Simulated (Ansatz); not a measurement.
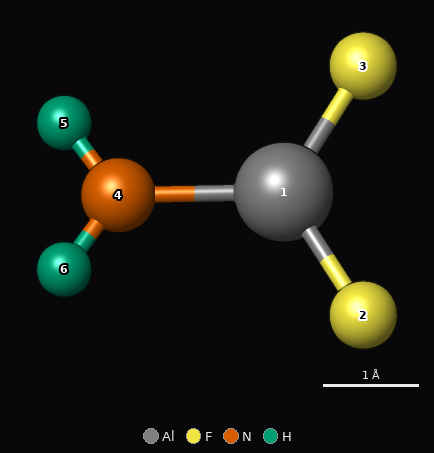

*The structure (ball-and-stick view, seen at a tilt; atoms are numbered from 1 in the order of the input). Sticks mark near contacts.*

Bond lengths as drawn: Al–F 1.64 Å, Al–N 1.75 Å and H–N 1.01 Å.

## Run report: AlNH$_{2}$F$_{2}$, single-point calculation

- system: AlNH$_{2}$F$_{2}$
- method: direct RPA on PBE orbitals, frozen core/def2-TZVPP (Ansatz 0.2.0)

The geometry comes from this level: PBE0-D4/def2-TZVP.

### Input file
```yaml
crystal:
  periodic: [false, false, false]
  atoms:
    - {symbol: Al, position_ang: [-0.341582, -0.869138, 0.207600]}
    - {symbol: F, position_ang: [-1.065390, -1.606287, -1.066113]}
    - {symbol: F, position_ang: [-1.251745, -0.491572, 1.518630]}
    - {symbol: N, position_ang: [1.362460, -0.493984, 0.169276]}
    - {symbol: H, position_ang: [1.862676, -0.041886, 0.915844]}
    - {symbol: H, position_ang: [1.974123, -0.700464, -0.602225]}
basis:
  gaussian: {orbitals: def2-TZVPP}
hamiltonian: {xc: pbe}
correlation: {method: rpa}
```

Machine: 4 threads of Arm Neoverse V1, 23 GiB of memory available, shared host.

Launch command:
```bash
ansatz run in.yaml --threads 4 --pin off --events-out ev --progress --plain --max-ram 9574MiB
```

### Output
```
Functional definition: PBE
  name "PBE"
  cite "Perdew, Burke & Ernzerhof, Phys. Rev. Lett. 77, 3865 (1996) doi:10.1103/PhysRevLett.77.3865"
  parent pbe
  parameter kappa = 0.804
  parameter beta = 0.06672455060314922
  exchange = pbe_x(kappa = kappa, mu = beta*pi^2/3)
  correlation = pbe_c(beta = beta)
1015 factors; integrals over basis functions are off by at most 8.8e-4 eV
mean field evaluation 1: about -13536.8781 eV, gradient 9.3e1 eV
mean field evaluation 2: about -13536.8820 eV, gradient 9.3e1 eV
mean field evaluation 4: about -13550.7252 eV, gradient 1.4e1 eV
mean field evaluation 8: about -13551.2630 eV, gradient 5.0e-1 eV
mean field evaluation 16: about -13551.2629 eV, gradient 4.8e-5 eV
mean field -13551.26294158 eV, -497.9997277271 hartree, gradient 4.0e-6 eV, S^2 0.000000; 0 other end points of the search recorded, 0 dependent functions left out
8 core orbitals not correlated: weight in the atoms' cores, before any rotation towards them, 1.000 or more for the frozen orbitals, at most 0.000 for the correlated occupied ones
reference -13515.75647900 eV, -496.6948892944 hartree; 12, 12 occupied and 143, 143 virtual orbitals, 1015 factors
Total energy: -13548.34828274 eV, -497.8926159904 hartree
```

### Results in brief

- outcome: converged
- total energy: −13548.3483 eV
- mean-field energy: −13515.7565 eV
- SCF solution under orbital rotations: stable
- wall time: 1.9 s (CPU time 6.8 s)
- peak memory: 0.47 GiB
